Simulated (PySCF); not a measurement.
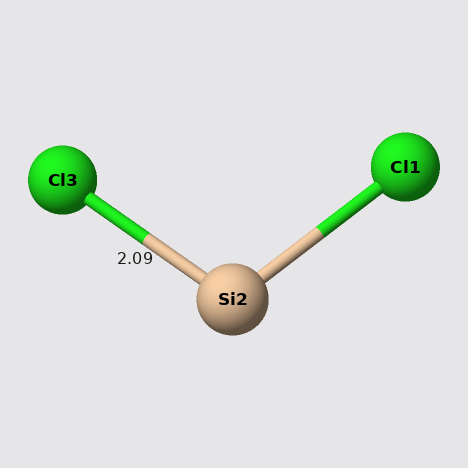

The numbers beside the sticks are distances in Å. Sticks don't show bond order. Computed geometry: PBE0-D3(BJ)/def2-SVP optimisation. No frequency run is at hand to confirm it as a minimum.

### Assign a bond order to each marked bond.

Si2–Cl3 single.

### Give the structure as SMILES.

Cl[Si]Cl
